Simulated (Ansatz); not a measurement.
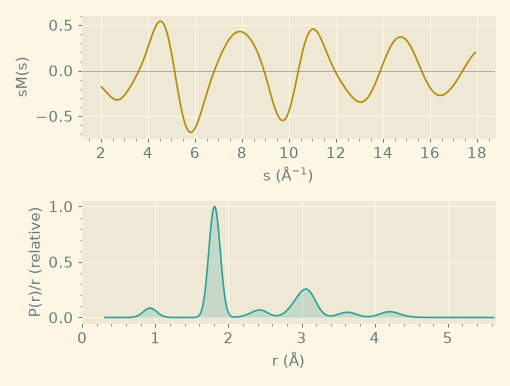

Simulated gas electron diffraction: reduced molecular intensity sM(s) from the Debye equation in the first Born approximation (top) and the radial distribution curve (bottom) of FH3O2Zn. Each pair of atoms contributes with weight ZᵢZⱼ/r; damping constant 0.001 Å²; vibrational amplitudes assumed, not computed: 0.05 Å for bonds, 0.078 Å for bonds to H, 0.06 + 0.015 r up to 0.15 Å for other pairs. The geometry is the end point of an optimisation (UHF/def2-SVP (Ansatz)); it may be a saddle point or a higher isomer.

Read the positions of the first 6 clear peaks and name the main pairs (– for bonds).

Peak 1, 0.93 Å: F–H 0.90 Å, O–H 0.94–0.95 Å (×2)
Peak 2, 1.81 Å: Zn–O 1.78–1.85 Å (×2), not resolved
Peak 3, 2.43 Å: O···H 2.26 Å, Zn···H 2.41–2.46 Å (×2), not resolved
Peak 4, 3.06 Å: F···O 2.89 Å, Zn···H 2.97 Å, Zn···F 3.08 Å, not resolved
Peak 5, 3.63 Å: O···O 3.62 Å, F···H 3.67 Å, not resolved
Peak 6, 4.21 Å: F···H 4.16 Å, O···H 4.16–4.40 Å (×3), F···O 4.21 Å, not resolved
